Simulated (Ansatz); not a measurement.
**AlClFH: molecular dynamics**

The plan is to follow the molecule's vibrations and see whether its bonds hold. The start is relaxed first. Runs: 40 steps of 3 fs under a Langevin thermostat at 400 K; 250 steps of 0.25 fs at constant energy, with velocities drawn for 300 K.

Method: RKS r2SCAN/def2-SVP, in Ansatz 0.2.0.

## (1) Starting point

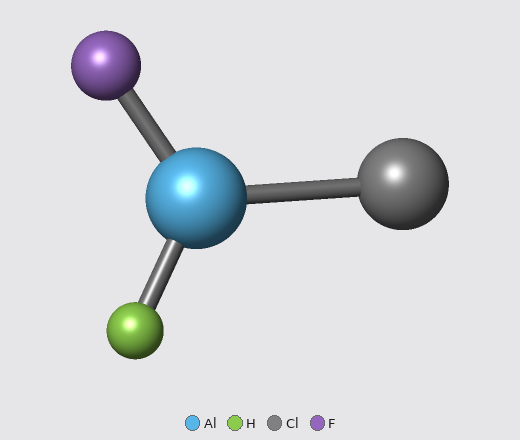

The starting structure, seen from a chosen angle (aluminium blue, hydrogen green, chlorine grey, fluorine purple).

As a file:

```xyz
4

Al    0.0000    0.0000    0.0000
H     0.0000    0.0000    1.5600
Cl    1.9312    0.0000   -1.1150
F    -1.4635    0.0000   -0.8450
```

## (2) Preparing the start

The input, input.yaml:

```yaml
crystal:
  periodic: [false, false, false]
  atoms:
    - { symbol: Al, position_ang: [0.0, 0.0, 0.0] }
    - { symbol: H, position_ang: [0.0, 0.0, 1.56] }
    - { symbol: Cl, position_ang: [1.9312, 0.0, -1.115] }
    - { symbol: F, position_ang: [-1.4635, 0.0, -0.845] }
basis:
  gaussian: { orbitals: def2-SVP }
hamiltonian:
  xc: r2scan
relax:
  f_tol: 0.02
  max_steps: 40
```

Command:

```
ansatz run input.yaml --threads 1 --pin off --max-ram 2048MiB --backend cpu --events-out ev --progress --plain --runs-dir out
```

Output, cut to the lines that bear on the results:

```text
Warning: RAYON_NUM_THREADS=1 ignored (pool sized by the plan → 1); use --threads N
[...]
Functional definition: r2SCAN
[...]
594 factors; their error is unknown
[...]
mean field -21845.44432483 eV, -802.8052715637 hartree, gradient 2.3e-5 eV, S^2 0.000000; 0 other end points of the search recorded, 0 dependent functions left out
[...]
reference -21845.44433487 eV, -802.8052719323 hartree; 20, 20 occupied and 35, 35 virtual orbitals, 594 factors
relax step   1: F+E_penalty+E_count = -21845.44432483 eV  Δ(F+E_penalty+E_count) = +0.000e0 eV  max|allowed force component| = 1.677e0 eV/Å  Δτ_max = 0.0000 Å  (27 SCF iters, accepted)
[...]
relax step   4: F+E_penalty+E_count = -21845.61143509 eV  Δ(F+E_penalty+E_count) = -1.219e-3 eV  max|allowed force component| = 3.193e-2 eV/Å  Δτ_max = 0.0071 Å  (30 SCF iters, accepted)
[...]
relax step   5: F+E_penalty+E_count = -21845.61145489 eV  Δ(F+E_penalty+E_count) = -1.980e-5 eV  max|allowed force component| = 1.534e-3 eV/Å  Δτ_max = 0.0006 Å  (19 SCF iters, accepted)
594 factors; their error is unknown
[...]
mean field -21845.61145489 eV, -802.8114134798 hartree, gradient 4.9e-5 eV, S^2 0.000000; 1 other end points of the search recorded, 0 dependent functions left out
[...]
reference -21845.61146494 eV, -802.8114138494 hartree; 20, 20 occupied and 35, 35 virtual orbitals, 594 factors
Total energy: -21845.61146494 eV, -802.8114138494 hartree
Atom 0 at     0.034988    -0.000000    -0.003426 Å, force    -0.001534    -0.000000    -0.000469 eV/Å
Atom 1 at     0.000617     0.000000     1.560460 Å, force     0.000789     0.000000     0.000383 eV/Å
Atom 2 at     1.816605     0.000000    -1.095001 Å, force     0.000171     0.000000     0.000215 eV/Å
Atom 3 at    -1.384510     0.000000    -0.862033 Å, force     0.000575     0.000000    -0.000129 eV/Å
Dipole moment:     0.033880    -0.000000     0.253974 e Å
```

Run time: 15 s. Hardware: 1 thread of Arm Neoverse V2, shared host; peak memory 0.13 GiB.

Relaxation path:

| step | energy from step 1 (eV) | largest force component (eV/Å) |
| --- | --- | --- |
| 1 | 0.0000 | 1.6773 |
| 2 | -0.1549 | 0.6053 |
| 3 | -0.1659 | 0.2685 |
| 4 | -0.1671 | 0.0319 |
| 5 | -0.1671 | 0.0015 |

Step 1 is the start.

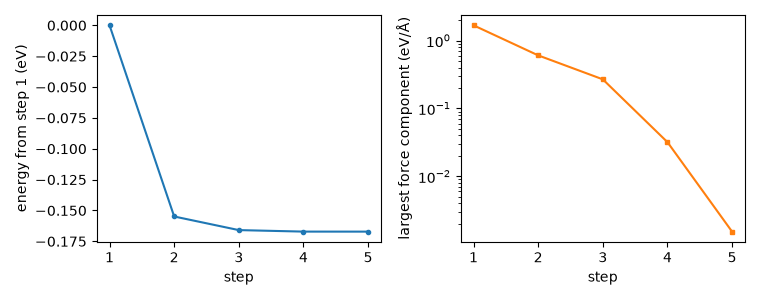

Energy and largest force along the relaxation.

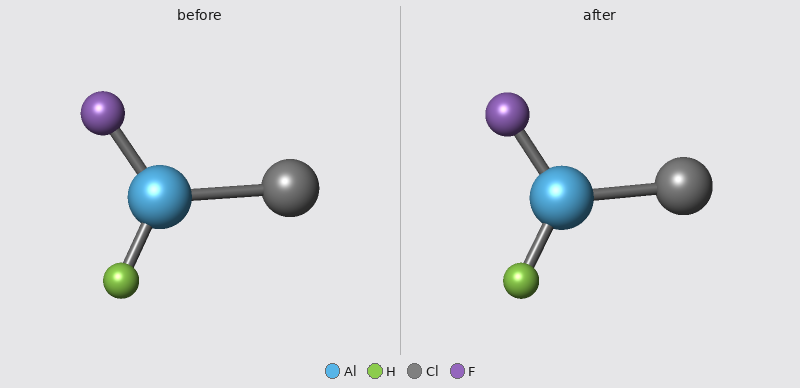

The structure before (left) and after (right), drawn at the same scale.

After: Bond lengths: Al1–H2 1.564 Å, Al1–Cl3 2.089 Å, Al1–F4 1.659 Å. Angles: H2–Al1–Cl3 122.8°, H2–Al1–F4 119.9°, Cl3–Al1–F4 117.3°.

## (3) Run 1

40 steps of 3 fs under a Langevin thermostat at 400 K, from the relaxed start.

The input, input.yaml:

```yaml
crystal:
  periodic: [false, false, false]
  atoms:
    - { symbol: Al, position_ang: [0.034988, 0.0, -0.003426] }
    - { symbol: H, position_ang: [0.000617, 0.0, 1.56046] }
    - { symbol: Cl, position_ang: [1.816605, 0.0, -1.095001] }
    - { symbol: F, position_ang: [-1.38451, 0.0, -0.862033] }
basis:
  gaussian: { orbitals: def2-SVP }
hamiltonian:
  xc: r2scan
md:
  timestep: 3.0
  n_steps: 40
  ensemble: nvt_langevin
  temperature: 400.0
  initial_velocities: maxwell_boltzmann
  seed: 179402
  friction: 0.01
```

Command:

```
ansatz run input.yaml --threads 1 --pin off --max-ram 2048MiB --backend cpu --events-out ev --progress --plain --runs-dir out
```

Output, cut to the lines that bear on the results:

```text
Warning: RAYON_NUM_THREADS=1 ignored (pool sized by the plan → 1); use --threads N
[...]
[... 1 set-up line as earlier in the session ...]
[...]
594 factors; their error is unknown
[...]
mean field -21845.61145418 eV, -802.8114134539 hartree, gradient 3.5e-5 eV, S^2 0.000000; 0 other end points of the search recorded, 0 dependent functions left out
[...]
reference -21845.61146423 eV, -802.8114138231 hartree; 20, 20 occupied and 35, 35 virtual orbitals, 594 factors
md step     0: t =     0.00 fs  T =   300.0 K  F+E_penalty+E_count = -21845.61145418 eV  E_kin = 0.155112 eV  (25 SCF iters)
[...]
md step    10: t =    30.00 fs  T =   258.4 K  F+E_penalty+E_count = -21845.56800306 eV  E_kin = 0.133623 eV  (29 SCF iters)
[...]
md step    20: t =    60.00 fs  T =   453.0 K  F+E_penalty+E_count = -21845.50065093 eV  E_kin = 0.234210 eV  (26 SCF iters)
[...]
md step    30: t =    90.00 fs  T =   838.5 K  F+E_penalty+E_count = -21845.47266598 eV  E_kin = 0.433545 eV  (27 SCF iters)
[...]
md step    39: t =   117.00 fs  T =   934.9 K  F+E_penalty+E_count = -21845.54847220 eV  E_kin = 0.483377 eV  (26 SCF iters)
[...]
md step    40: t =   120.00 fs  T =   793.7 K  F+E_penalty+E_count = -21845.56251666 eV  E_kin = 0.410355 eV  (25 SCF iters)
Total energy: -21845.56252673 eV, -802.8096154031 hartree
Atom 0 at     0.268211    -0.028647    -0.377367 Å, force     1.079239     0.215577    -0.103829 eV/Å
Atom 1 at     0.390825     0.595618     1.007925 Å, force    -0.176483     0.253540     0.618118 eV/Å
Atom 2 at     1.991730     0.004888    -1.559268 Å, force    -0.043009    -0.047522    -0.158290 eV/Å
Atom 3 at    -1.076808    -0.758921    -0.930373 Å, force    -0.859747    -0.421595    -0.355998 eV/Å
Dipole moment:    -0.045619     0.108645     0.203350 e Å
```

Run time: 1.7 min. Hardware: 1 thread of Arm Neoverse V2, shared host; peak memory 0.11 GiB.

## (4) The trajectory

One step in 3; energies are changes from step 0:

| time (fs) | T (K) | potential energy change (meV/atom) |
| --- | --- | --- |
| 0.0 | 300 | 0.0 |
| 9.0 | 170 | 22.3 |
| 18.0 | 256 | 14.3 |
| 27.0 | 337 | 4.3 |
| 36.0 | 257 | 17.5 |
| 45.0 | 409 | 9.8 |
| 54.0 | 456 | 8.9 |
| 63.0 | 482 | 31.6 |
| 72.0 | 556 | 27.9 |
| 81.0 | 500 | 51.1 |
| 90.0 | 839 | 34.7 |
| 99.0 | 847 | 60.6 |
| 108.0 | 578 | 78.0 |
| 117.0 | 935 | 15.7 |
| 120.0 | 794 | 12.2 |

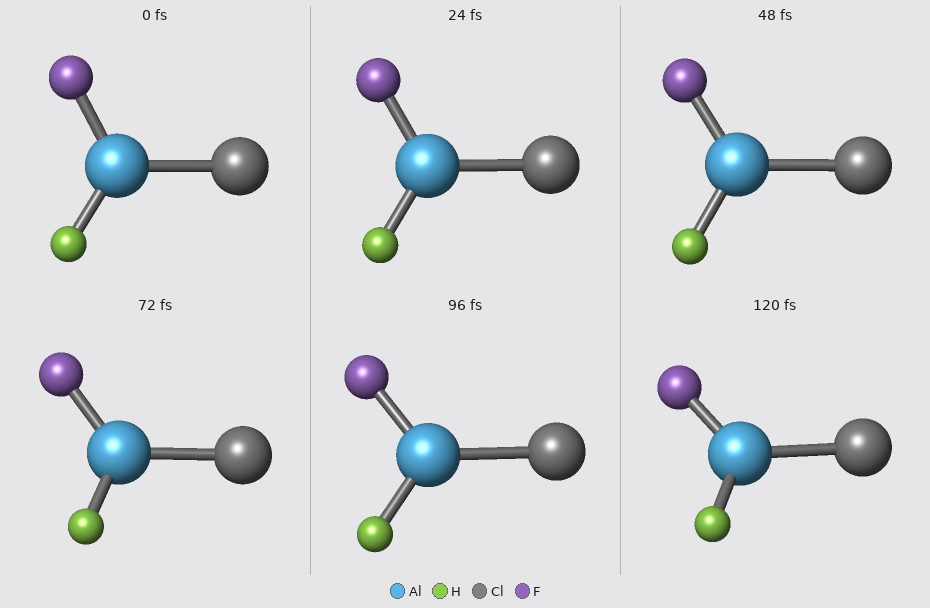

Six frames of the run, seen from a chosen angle. Sticks join atoms within a bonding distance in each frame.

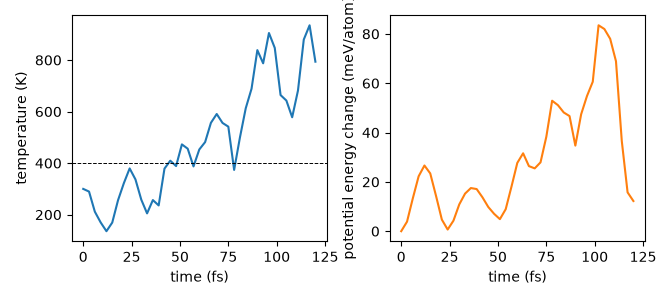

Time series of the run, each on its own scale. The dashed line is the set temperature.

## (5) Positions and forces

Extended XYZ, with forces in eV/Å:

```xyz
4
time_fs=15.0 T=169 dE=0.0937
Al    0.072    0.009   -0.019   -1.431   -0.027    0.609
H    -0.230    0.052    1.522    0.473    0.015    0.036
Cl    1.793    0.052   -1.108    0.849    0.022   -0.381
F    -1.373   -0.080   -0.836    0.109   -0.010   -0.264
4
time_fs=30.0 T=258 dE=0.0435
Al    0.034    0.017   -0.028    0.938   -0.172   -0.377
H     0.202   -0.008    1.519   -0.264    0.067    0.158
Cl    1.840    0.102   -1.149   -0.539    0.038    0.184
F    -1.383   -0.165   -0.860   -0.136    0.067    0.035
4
time_fs=45.0 T=409 dE=0.0392
Al    0.062   -0.007   -0.094    0.526   -0.309    0.061
H     0.148   -0.067    1.494   -0.157    0.121   -0.363
Cl    1.879    0.137   -1.193   -0.594    0.039    0.211
F    -1.370   -0.263   -0.904    0.225    0.149    0.091
4
time_fs=60.0 T=453 dE=0.1108
Al    0.128   -0.051   -0.218   -1.063    0.117    1.045
H    -0.130    0.123    1.327    0.454   -0.005   -0.009
Cl    1.887    0.163   -1.237    0.622    0.016   -0.449
F    -1.344   -0.329   -0.917   -0.013   -0.128   -0.587
4
time_fs=75.0 T=542 dE=0.1532
Al    0.144   -0.088   -0.281    0.806    0.946    0.811
H     0.365    0.467    1.197   -0.451   -0.392   -0.166
Cl    1.942    0.149   -1.317   -0.058   -0.272   -0.402
F    -1.316   -0.419   -0.956   -0.298   -0.281   -0.243
4
time_fs=90.0 T=839 dE=0.1388
Al    0.186   -0.064   -0.276   -0.545   -0.428   -0.765
H     0.343    0.233    1.268   -0.250   -0.045   -0.198
Cl    2.001    0.106   -1.413   -0.920   -0.112    0.282
F    -1.314   -0.564   -0.976    1.715    0.585    0.681
4
time_fs=105.0 T=643 dE=0.3279
Al    0.232   -0.040   -0.313    0.168   -0.877   -0.574
H    -0.118   -0.080    1.193    0.644    0.520    0.560
Cl    2.020    0.048   -1.517   -0.957    0.151    0.703
F    -1.178   -0.670   -0.933    0.144    0.205   -0.689
4
time_fs=120.0 T=794 dE=0.0489
Al    0.268   -0.029   -0.377    1.079    0.216   -0.104
H     0.391    0.596    1.008   -0.176    0.254    0.618
Cl    1.992    0.005   -1.559   -0.043   -0.048   -0.158
F    -1.077   -0.759   -0.930   -0.860   -0.422   -0.356
```

Reading of run 1. Against a set 400 K the second half averages 662 K, going from 453 to 794 K over that half. A step of 3 fs is long for atoms as light as 1 u, and this run prints no conserved energy by which to check it. The bonds all hold.

## (6) Run 2

250 steps of 0.25 fs at constant energy, with velocities drawn for 300 K, from the relaxed start.

input.yaml: that of step 3 with these lines changed.

```diff
@@ -12,8 +12,7 @@
 md:
-  timestep: 3.0
-  n_steps: 40
-  ensemble: nvt_langevin
-  temperature: 400.0
+  timestep: 0.25
+  n_steps: 250
+  ensemble: nve
+  temperature: 300.0
   initial_velocities: maxwell_boltzmann
-  seed: 179402
-  friction: 0.01
+  seed: 382447
```

Command:

```
ansatz run input.yaml --threads 1 --pin off --max-ram 2048MiB --backend cpu --events-out ev --progress --plain --runs-dir out
```

Output, cut to the lines that bear on the results:

```text
Warning: RAYON_NUM_THREADS=1 ignored (pool sized by the plan → 1); use --threads N
[...]
[... 1 set-up line as earlier in the session ...]
[...]
594 factors; their error is unknown
[...]
mean field -21845.61145418 eV, -802.8114134539 hartree, gradient 3.5e-5 eV, S^2 0.000000; 0 other end points of the search recorded, 0 dependent functions left out
[...]
reference -21845.61146423 eV, -802.8114138231 hartree; 20, 20 occupied and 35, 35 virtual orbitals, 594 factors
md step     0: t =     0.00 fs  T =   300.0 K  F+E_penalty+E_count = -21845.61145418 eV  E_kin = 0.077556 eV  conserved = -21845.53389818 eV  (25 SCF iters)
[...]
md step    19: t =     4.75 fs  T =   129.8 K  F+E_penalty+E_count = -21845.56737433 eV  E_kin = 0.033555 eV  conserved = -21845.53381970 eV  (18 SCF iters)
[...]
md step    38: t =     9.50 fs  T =   118.4 K  F+E_penalty+E_count = -21845.56445629 eV  E_kin = 0.030604 eV  conserved = -21845.53385205 eV  (23 SCF iters)
[...]
md step    57: t =    14.25 fs  T =   105.9 K  F+E_penalty+E_count = -21845.56123196 eV  E_kin = 0.027387 eV  conserved = -21845.53384484 eV  (23 SCF iters)
[...]
md step    74: t =    18.50 fs  T =   147.6 K  F+E_penalty+E_count = -21845.57202050 eV  E_kin = 0.038169 eV  conserved = -21845.53385151 eV  (21 SCF iters)
md step    75: t =    18.75 fs  T =   136.0 K  F+E_penalty+E_count = -21845.56898861 eV  E_kin = 0.035147 eV  conserved = -21845.53384175 eV  (21 SCF iters)
```

## (7) The output, continued: dynamics from the start

The log, continued, cut to the lines that bear on the results:

```text
md step    76: t =    19.00 fs  T =   125.0 K  F+E_penalty+E_count = -21845.56613869 eV  E_kin = 0.032306 eV  conserved = -21845.53383227 eV  (18 SCF iters)
[...]
md step   100: t =    25.00 fs  T =   230.6 K  F+E_penalty+E_count = -21845.59350297 eV  E_kin = 0.059621 eV  conserved = -21845.53388197 eV  (22 SCF iters)
[...]
md step   124: t =    31.00 fs  T =   163.2 K  F+E_penalty+E_count = -21845.57605306 eV  E_kin = 0.042200 eV  conserved = -21845.53385353 eV  (22 SCF iters)
[...]
md step   148: t =    37.00 fs  T =    70.3 K  F+E_penalty+E_count = -21845.55198731 eV  E_kin = 0.018183 eV  conserved = -21845.53380412 eV  (19 SCF iters)
[...]
md step   170: t =    42.50 fs  T =   139.7 K  F+E_penalty+E_count = -21845.56997539 eV  E_kin = 0.036120 eV  conserved = -21845.53385494 eV  (21 SCF iters)
md step   171: t =    42.75 fs  T =   126.5 K  F+E_penalty+E_count = -21845.56654700 eV  E_kin = 0.032699 eV  conserved = -21845.53384811 eV  (21 SCF iters)
```

## (8) The log goes on: dynamics from the start

The log, continued, cut to the lines that bear on the results:

```text
md step   172: t =    43.00 fs  T =   113.3 K  F+E_penalty+E_count = -21845.56313562 eV  E_kin = 0.029294 eV  conserved = -21845.53384153 eV  (21 SCF iters)
[...]
md step   191: t =    47.75 fs  T =   156.6 K  F+E_penalty+E_count = -21845.57434593 eV  E_kin = 0.040487 eV  conserved = -21845.53385907 eV  (23 SCF iters)
[...]
md step   210: t =    52.50 fs  T =   114.7 K  F+E_penalty+E_count = -21845.56347682 eV  E_kin = 0.029661 eV  conserved = -21845.53381608 eV  (25 SCF iters)
[...]
md step   229: t =    57.25 fs  T =   230.3 K  F+E_penalty+E_count = -21845.59343648 eV  E_kin = 0.059545 eV  conserved = -21845.53389161 eV  (23 SCF iters)
[...]
md step   248: t =    62.00 fs  T =    64.7 K  F+E_penalty+E_count = -21845.55053459 eV  E_kin = 0.016720 eV  conserved = -21845.53381471 eV  (18 SCF iters)
md step   249: t =    62.25 fs  T =    68.8 K  F+E_penalty+E_count = -21845.55160115 eV  E_kin = 0.017784 eV  conserved = -21845.53381689 eV  (19 SCF iters)
[...]
md step   250: t =    62.50 fs  T =    74.9 K  F+E_penalty+E_count = -21845.55317172 eV  E_kin = 0.019352 eV  conserved = -21845.53381992 eV  (25 SCF iters)
Total energy: -21845.55318179 eV, -802.8092719830 hartree
Atom 0 at     0.049864    -0.004234     0.003286 Å, force    -0.965335     0.130634     0.754568 eV/Å
Atom 1 at    -0.151991     0.049446     1.623683 Å, force     0.335174    -0.066130    -0.848985 eV/Å
Atom 2 at     1.805846     0.000376    -1.097677 Å, force     0.270492    -0.026289    -0.033099 eV/Å
Atom 3 at    -1.377465     0.002688    -0.869927 Å, force     0.359668    -0.038214     0.127516 eV/Å
Dipole moment:     0.118559    -0.022472     0.238946 e Å
```

Wall time 9.2 min (1 thread of Arm Neoverse V2, shared host); peak memory 0.11 GiB.

## (9) What the atoms did

The trajectory, every 13 steps (energies from step 0):

| time (fs) | T (K) | potential energy change (meV/atom) | total energy change (meV/atom) |
| --- | --- | --- | --- |
| 0.0 | 300 | 0.0 | 0.00 |
| 3.2 | 145 | 10.1 | 0.02 |
| 6.5 | 187 | 7.3 | 0.00 |
| 9.8 | 104 | 12.7 | 0.01 |
| 13.0 | 43 | 16.7 | 0.02 |
| 16.2 | 199 | 6.5 | 0.00 |
| 19.5 | 107 | 12.5 | 0.02 |
| 22.8 | 210 | 5.8 | 0.01 |
| 26.0 | 184 | 7.5 | 0.01 |
| 29.2 | 94 | 13.4 | 0.02 |
| 32.5 | 217 | 5.3 | 0.00 |
| 35.8 | 97 | 13.1 | 0.02 |
| 39.0 | 153 | 9.5 | 0.01 |
| 42.2 | 153 | 9.5 | 0.01 |
| 45.5 | 56 | 15.8 | 0.02 |
| 48.8 | 202 | 6.3 | 0.00 |
| 52.0 | 133 | 10.8 | 0.02 |
| 55.2 | 178 | 7.9 | 0.01 |
| 58.5 | 188 | 7.2 | 0.01 |
| 61.8 | 63 | 15.4 | 0.02 |
| 62.5 | 75 | 14.6 | 0.02 |

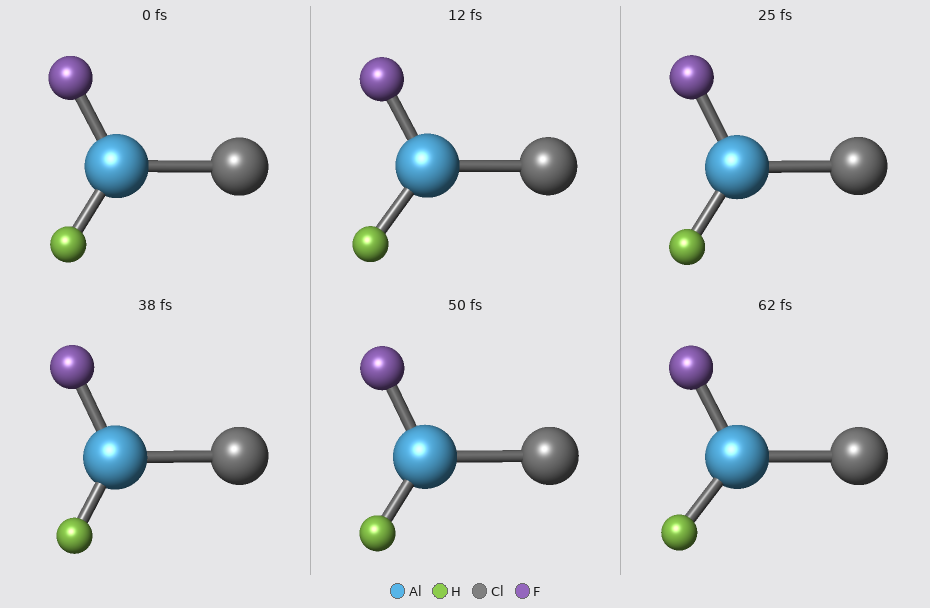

Six frames of the run, seen from a chosen angle. Sticks join atoms within a bonding distance in each frame.

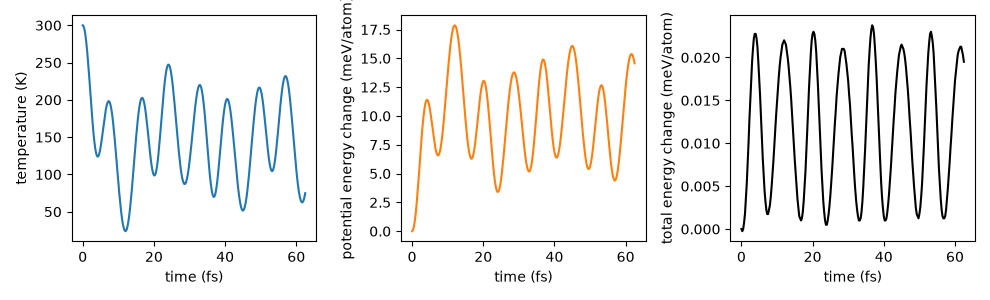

Time series of the run, each on its own scale.

## (10) Frames from the trajectory

Positions (Å) and forces (eV/Å):

```xyz
4
time_fs=7.8 T=194 dE=0.0273
Al    0.037    0.005   -0.014    0.385   -0.113    0.739
H    -0.086   -0.052    1.546    0.147    0.044    0.017
Cl    1.803   -0.001   -1.092    0.338    0.031   -0.145
F    -1.359   -0.002   -0.853   -0.869    0.038   -0.611
4
time_fs=15.5 T=175 dE=0.0323
Al    0.046    0.007   -0.011   -0.177   -0.182    0.968
H    -0.092   -0.077    1.569    0.184    0.081   -0.297
Cl    1.796   -0.002   -1.091    0.564    0.044   -0.259
F    -1.356   -0.004   -0.860   -0.570    0.057   -0.412
4
time_fs=23.5 T=240 dE=0.0156
Al    0.051    0.006    0.007   -0.787   -0.134   -0.324
H    -0.004   -0.063    1.552    0.009    0.044    0.256
Cl    1.796   -0.001   -1.094    0.440    0.039   -0.208
F    -1.369   -0.003   -0.879    0.337    0.051    0.276
4
time_fs=31.2 T=175 dE=0.0323
Al    0.041    0.003    0.021   -0.420   -0.065    0.047
H     0.081   -0.025    1.627   -0.146    0.030   -0.597
Cl    1.804   -0.001   -1.100    0.042    0.015    0.013
F    -1.374   -0.001   -0.890    0.525    0.019    0.537
4
time_fs=39.0 T=153 dE=0.0380
Al    0.023   -0.003    0.029    0.509    0.054   -1.157
H     0.095    0.031    1.550   -0.160   -0.012    0.659
Cl    1.813    0.000   -1.106   -0.355   -0.020    0.251
F    -1.365    0.001   -0.887    0.005   -0.022    0.247
4
time_fs=47.0 T=115 dE=0.0479
Al    0.015   -0.006    0.021    1.135    0.183    0.644
H     0.016    0.073    1.639   -0.066   -0.093   -0.753
Cl    1.816    0.001   -1.108   -0.443   -0.043    0.349
F    -1.356    0.003   -0.876   -0.626   -0.046   -0.239
4
time_fs=54.8 T=152 dE=0.0383
Al    0.030   -0.007    0.017    0.328    0.124   -0.989
H    -0.102    0.073    1.520    0.083   -0.021    0.888
Cl    1.812    0.001   -1.105   -0.191   -0.045    0.249
F    -1.364    0.004   -0.871   -0.221   -0.058   -0.148
4
time_fs=62.5 T=75 dE=0.0583
Al    0.050   -0.004    0.003   -0.965    0.131    0.755
H    -0.152    0.049    1.624    0.335   -0.066   -0.849
Cl    1.806    0.000   -1.098    0.271   -0.026   -0.033
F    -1.377    0.003   -0.870    0.360   -0.038    0.128
```

Reading of run 2. The temperature starts at 300 K and averages 145 K in the second half, where it ranges from 51 to 232 K; a mean near half the start is what vibrations about a minimum give, since they share energy equally between motion and strain. The total energy strays from its start by at most 0.02 meV/atom, 0.2 % of the mean kinetic energy, so a step of 0.25 fs is short enough over this time. The bonds all hold.

## (11) Results

```
                                 quantity                                    value
                  relaxation of the start                  4 moves, 0.167 eV lower
                            run 1: length                         40 steps of 3 fs
  run 1: temperature, first and last step                            300 and 794 K
          run 1: temperature, second half            mean 662 K, from 374 to 935 K
     run 1: potential energy, second half  +45 meV/atom from this run's first step
            run 1: bonds formed or broken                                        0
                            run 2: length                     250 steps of 0.25 fs
  run 2: temperature, first and last step                             300 and 75 K
          run 2: temperature, second half             mean 145 K, from 51 to 232 K
     run 2: potential energy, second half  +10 meV/atom from this run's first step
run 2: largest change of the total energy                            0.02 meV/atom
            run 2: bonds formed or broken                                        0
```

Mean temperatures of the second halves: 662 K, 145 K. No bond formed or broke in any run. 62 fs on 4 atoms is far too short and small for converged averages. The nuclei move classically, without zero-point motion, which matters most for hydrogen.
